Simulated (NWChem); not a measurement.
**C2HAlF2 (SMILES C#[C][Al]([F])[F]): levels of theory compared**

Aim: a comparison of 4 runs (HF/STO-3G, HF/3-21G, B3LYP/6-31G*) of C2HAlF2. 

Program for the calculation: NWChem 7.3.0.

## (1) Starting point

C2HAlF2 has 6 atoms, charge 0, and is taken as a singlet. SMILES: `C#[C][Al]([F])[F]`. Geometry: relaxed at PBE0-D4/def2-TZVP.

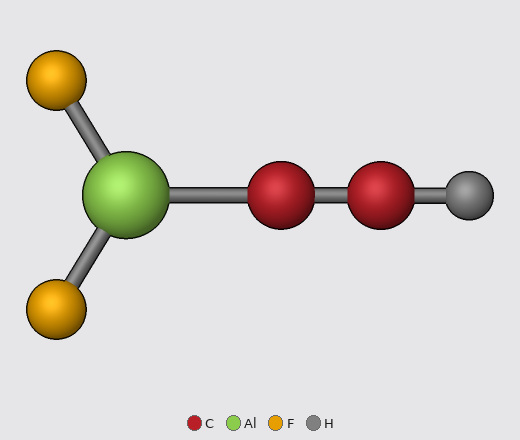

Viewed from a chosen angle; carbon red, aluminium green, fluorine amber, hydrogen grey.

## (2) Energy and gradient at HF/STO-3G (run 1)

run.py reads:

```python
from ase import Atoms
from ase.calculators.nwchem import NWChem

system = Atoms(['C', 'C', 'Al', 'F', 'F', 'H'], positions=[
    [-1.009600, 0.675600, 1.373000],
    [-0.344400, 0.226600, 0.470000],
    [0.688500, -0.470600, -0.933100],
    [0.677800, -2.069600, -1.273800],
    [1.626900, 0.502000, -1.853000],
    [-1.597100, 1.072100, 2.170500],
])

calc = NWChem(
    label='calc',
    theory='scf',
    memory='2200 mb',
    basis='STO-3G',
    basispar='spherical bse',
    scf={'nopen': '0', 'rhf': None, 'thresh': '1e-08', 'maxiter': '80'},
)
system.calc = calc

forces = system.get_forces()
print("Total energy (eV):", round(system.get_potential_energy(), 6))
print("forces (eV/A):")
for s, f in zip(system.symbols, forces):
    print(f"{s:2s} {f[0]:10.5f} {f[1]:10.5f} {f[2]:10.5f}")
print("dipole (e A):", system.get_dipole_moment().round(4))
```

The run is started by

```bash
$ export ASE_NWCHEM_COMMAND="nwchem PREFIX.nwi > PREFIX.nwo"
$ python run.py
```

What it wrote:

```text
Total energy (eV): -13891.56601
forces (eV/A):
C     2.45551   -1.65769   -3.33318
C    -2.00078    1.35075    2.71493
Al    0.29516   -0.20219   -0.40202
F     0.02592    1.35795    0.26914
F    -0.78537   -0.84255    0.76377
H     0.00956   -0.00632   -0.01270
dipole (e A): [-0.0449  0.0304  0.061 ]
```

The calculator wrote calc.nwi:

```
title "calc"

permanent_dir calc

scratch_dir calc

start calc

geometry units angstrom nocenter noautosym noautoz
  C  -1.0096000000000001e+00 6.7559999999999998e-01 1.3730000000000000e+00
  C  -3.4439999999999998e-01 2.2660000000000000e-01 4.6999999999999997e-01
  Al 6.8850000000000000e-01 -4.7060000000000002e-01 -9.3310000000000004e-01
  F  6.7779999999999996e-01 -2.0695999999999999e+00 -1.2738000000000000e+00
  F  1.6269000000000000e+00 5.0200000000000000e-01 -1.8530000000000000e+00
  H  -1.5971000000000000e+00 1.0721000000000001e+00 2.1705000000000001e+00
end

memory 2200 mb

basis spherical bse noprint
   * library STO-3G
end

scf
  nopen 0
  rhf
  thresh 1e-08
  maxiter 80
end

task scf gradient
```

calc.nwo, cut to the lines that bear on the results:

```text
[...]
      One-electron energy =  -1079.604859123866
[... 1 line left out ...]
 Nuclear repulsion energy =    182.436476868117
[... 38 lines left out ...]
                       ROHF Final Molecular Orbital Analysis
[... 198 lines left out ...]
                              NWChem Gradients Module
[...]
  wavefunction    =   RHF
                         RHF ENERGY GRADIENTS
    atom               coordinates                        gradient
                 x          y          z           x          y          z
   1 C      -1.907867   1.276699   2.594594   -0.047752   0.032237   0.064820
   2 C      -0.650822   0.428212   0.888171    0.038909  -0.026268  -0.052797
   3 Al      1.301076  -0.889305  -1.763303   -0.005740   0.003932   0.007818
   4 F       1.280856  -3.910977  -2.407133   -0.000504  -0.026408  -0.005234
   5 F       3.074395   0.948642  -3.501662    0.015273   0.016385  -0.014853
   6 H      -3.018081   2.025975   4.101650   -0.000186   0.000123   0.000247
[...]
```

It took 5.7 s on 1 thread of Intel Xeon Platinum 8259CL at 2.50GHz (Skylake/Cascade Lake), shared host; peak memory 0.098 GiB.

## (3) Energy and gradient at HF/3-21G (run 2)

c2half2.nw reads:

```
start c2half2
title "C2HAlF2"
memory stack 880 mb heap 220 mb global 1100 mb
charge 0
geometry units angstroms noautosym nocenter noautoz
  C    -1.009600    0.675600    1.373000
  C    -0.344400    0.226600    0.470000
  Al    0.688500   -0.470600   -0.933100
  F     0.677800   -2.069600   -1.273800
  F     1.626900    0.502000   -1.853000
  H    -1.597100    1.072100    2.170500
end
basis spherical bse
  * library 3-21G
end
scf
  thresh 1e-08
  maxiter 80
  print low
end
task scf gradient
```

The run is started by

```bash
$ nwchem c2half2.nw > c2half2.out
```

What it wrote:

```text
[...]
  functions       =    51
[...]
  wavefunction    = RHF
[...]
         Total SCF energy =   -514.412215524587
      One-electron energy =  -1078.867129542411
      Two-electron energy =    382.018437149707
 Nuclear repulsion energy =    182.436476868117
        Time for solution =      3.3s
[...]
                         RHF ENERGY GRADIENTS
    atom               coordinates                        gradient
                 x          y          z           x          y          z
   1 C      -1.907867   1.276699   2.594594   -0.006772   0.004577   0.009183
   2 C      -0.650822   0.428212   0.888171    0.017882  -0.012077  -0.024261
   3 Al      1.301076  -0.889305  -1.763303    0.001118  -0.000698  -0.001507
   4 F       1.280856  -3.910977  -2.407133   -0.003332   0.000866   0.004219
   5 F       3.074395   0.948642  -3.501662   -0.002544   0.003048   0.003747
   6 H      -3.018081   2.025975   4.101650   -0.006352   0.004284   0.008620
 Task  times  cpu:        4.2s     wall:        4.2s
 Total times  cpu:        4.2s     wall:        4.2s
```

Wall time 5.4 s (1 thread of Intel Xeon Platinum 8259CL at 2.50GHz (Skylake/Cascade Lake), shared host); peak memory 0.098 GiB.

Run 3 isn't shown in full; the table further down has it.

## (4) Energy and gradient at B3LYP/6-31G(d) (Cartesian functions) (run 4)

struct.nw reads:

```
start struct
title "C2HAlF2"
memory 2200 mb

geometry units au noautosym nocenter noautoz
 C     -1.90786750     1.27669897     2.59459397
 C     -0.65082168     0.42821194     0.88817128
 Al     1.30107644    -0.88930511    -1.76330345
 F      1.28085637    -3.91097719    -2.40713314
 F      3.07439543     0.94864251    -3.50166251
 H     -3.01808159     2.02597538     4.10165055
end

basis cartesian
 * library 6-31G*
end

dft
 xc b3lyp
 grid xfine
 convergence energy 1e-08
 maxiter 100
 mulliken
 noprint "final vectors analysis"
end

task dft gradient
```

The run is started by

```bash
$ nwchem struct.nw > struct.out
```

What it wrote:

```text
[...]
          Wavefunction type:  closed shell.
          No. of atoms     :     6
          No. of electrons :    44
[...]
          Charge           :     0
          Spin multiplicity:     1
[...]
          AO basis - number of functions:    81
[...]
              XC Information
              --------------
                         B3LYP Method XC Potential
                     Hartree-Fock (Exact) Exchange  0.200
                        Slater Exchange Functional  0.800 local
                    Becke 1988 Exchange Functional  0.720 non-local
              Lee-Yang-Parr Correlation Functional  0.810
                  VWN I RPA Correlation Functional  0.190 local
[...]
 d= 0,ls=0.0,diis     1   -518.9097716504 -7.01D+02  2.21D-02  1.07D+00     3.9
[...]
 d= 0,ls=0.0,diis    10   -519.0198406490 -6.40D-09  7.66D-07  8.00D-09    37.8
         Total DFT energy =     -519.019840649044
      One electron energy =    -1082.704174329822
           Coulomb energy =      432.179572614511
    Exchange-Corr. energy =      -50.931702658551
 Nuclear repulsion energy =      182.436463724817
[...]
      Total Density - Mulliken Population Analysis
     ---------------------------------------------
    Atom       Charge   Shell Charges
 -----------   ------   -------------------------------------------------------
    1 C    6     6.18   1.99  0.73  1.97  0.60  0.90 -0.00
    2 C    6     6.06   1.99  0.71  1.98  0.76  0.64 -0.02
    3 Al  13    12.10   2.00  1.99  5.97  0.79  0.99  0.02  0.18  0.16
    4 F    9     9.43   1.99  0.94  3.32  0.97  2.16  0.06
    5 F    9     9.43   1.99  0.94  3.32  0.97  2.16  0.06
    6 H    1     0.79   0.51  0.28
[...]
  wavefunction    = closed shell
                         DFT ENERGY GRADIENTS
    atom               coordinates                        gradient
                 x          y          z           x          y          z
   1 C      -1.907868   1.276699   2.594594    0.009065  -0.006116  -0.012306
   2 C      -0.650822   0.428212   0.888171   -0.008834   0.005959   0.011996
   3 Al      1.301076  -0.889305  -1.763303    0.003163  -0.002086  -0.004282
   4 F       1.280856  -3.910977  -2.407133   -0.000082   0.006762   0.001591
   5 F       3.074395   0.948643  -3.501663   -0.004072  -0.004005   0.004035
   6 H      -3.018082   2.025975   4.101651    0.000759  -0.000514  -0.001035
[...]
```

It took 51 s on 1 thread of Intel Xeon Platinum 8259CL at 2.50GHz (Skylake/Cascade Lake), shared host; peak memory 0.13 GiB.

## (5) All runs side by side

```tsv
run	level	iteration cap	module	energy (Eh)	dipole moment (D)	largest force (eV/Å)	wall time
1	HF/STO-3G	80	scf	-510.505639	0.39	4.460	5.7 s
2	HF/3-21G	80	scf	-514.412216	–	1.670	5.4 s
3	B3LYP/6-31G* (spherical functions)	100	dft	-519.013094	2.20	0.866	38 s
4	B3LYP/6-31G* (Cartesian functions)	100	dft	-519.019841	2.20	0.847	51 s
```

## (6) Outcome

```
                       quantity          value
            run 4: total energy  -519.01984 Eh
           run 4: dipole moment         2.20 D
run 4: largest force on an atom     0.847 eV/Å
```

**Reading.** Over runs 1, 3, 4 the dipole moment (its size) runs from 0.39 D (HF/STO-3G) to 2.20 D (B3LYP/6-31G*). The two ends differ in method and basis. In run 1 the basis is minimal, so the values are rough. All runs together took 1.7 min, the longest 51 s.
